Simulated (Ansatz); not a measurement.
# BrCl₃H₂Si: what the fields show

Input file:

```
crystal:
  periodic: [false, false, false]
  atoms:
    - {symbol: Si, position_ang: [-0.581776, -0.019537, -0.202137]}
    - {symbol: Cl, position_ang: [1.403487, -1.232368, 0.312748]}
    - {symbol: Cl, position_ang: [-1.257360, -1.718952, -1.166523]}
    - {symbol: Cl, position_ang: [-1.402091, 0.042848, 1.650943]}
    - {symbol: H, position_ang: [-1.188982, 0.967123, -1.105108]}
    - {symbol: H, position_ang: [1.823499, 0.166021, 0.413152]}
    - {symbol: Br, position_ang: [1.203224, 1.794965, 0.097026]}
basis:
  gaussian: {orbitals: def2-TZVPP}
hamiltonian: {xc: pbe0, dispersion: d4}
output: {orbitals: {seedname: orbitals}}
```

Launched as:

```sh
ansatz run in.yaml --threads 8 --pin off --events-out ev --progress --plain --max-ram 19148MiB
```

A transition-state structure; geometry: PBE0-D4/def2-TZVP.

All numbers below come from RKS PBE0-D4/def2-TZVPP in Ansatz 0.2.0.

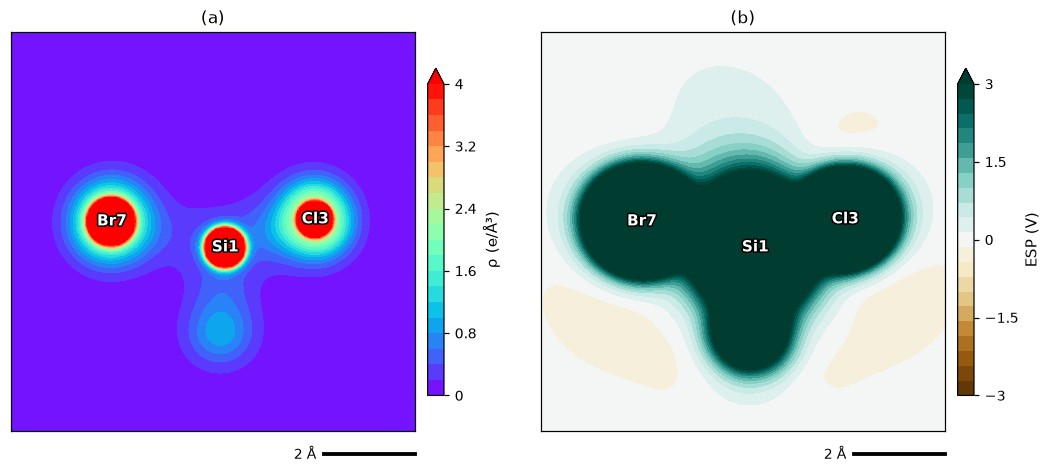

Figure 1. (a) electron density; (b) electrostatic potential on the plane of atoms Cl3, Si1 and Br7.

Q: What does the map show?

A: Atoms in the plane: Si, Cl and Br.
Si–Br (2.56 Å): ρ at the midpoint is about 0.44 e/Å³, with its minimum of 0.36 e/Å³ about 1.0 Å from Si.
The potential has no marked negative region in this plane.

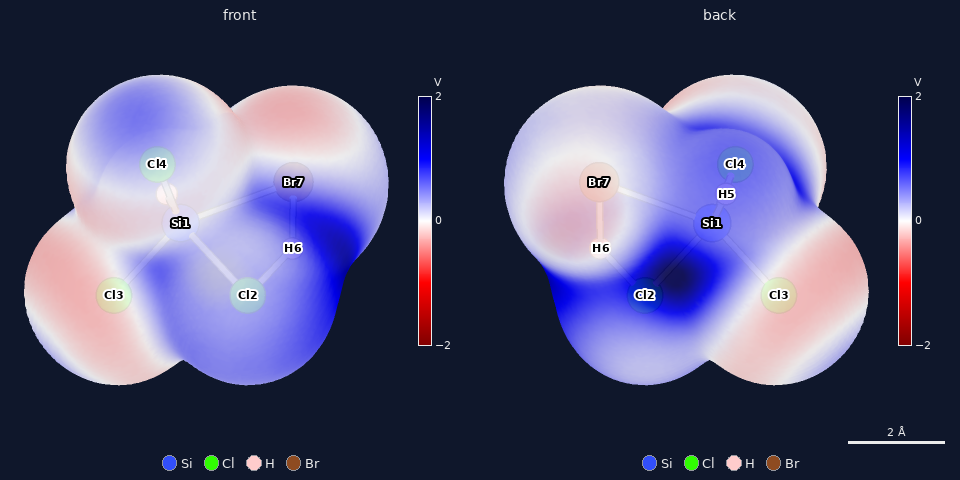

Figure 2. The electrostatic potential painted on the density surface at 0.002 e/bohr³, seen from the front and from behind; red is negative and blue positive.

Q: Describe the electrostatic potential map.

A: The most negative region (about −0.3 V) lies over Cl3 and Br7, the most positive (about +1.8 V, or +42 kcal/mol for a unit charge) over Si1. Cl4 shows a σ-hole: about +0.5 V, or +12 kcal/mol for a unit charge at the tip opposite its bond, against about −0.1 V on its flanks.

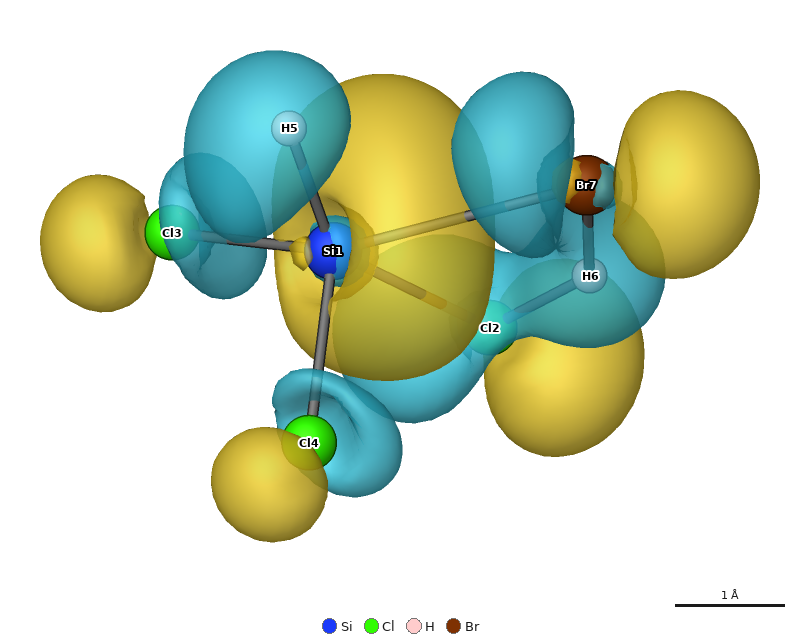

Figure 3. The LUMO at ±0.1 Å⁻³ᐟ² (yellow and cyan are the two phases), seen from one side.

Q: Describe this orbital and give its energy.

A: Its weight (Hirshfeld) is mainly on Si1 (about 40 %), Cl2 (about 20 %), Br7 (about 15 %), Cl3 (about 10 %) and H5 (about 5 %). Its energy is −2.71 eV.
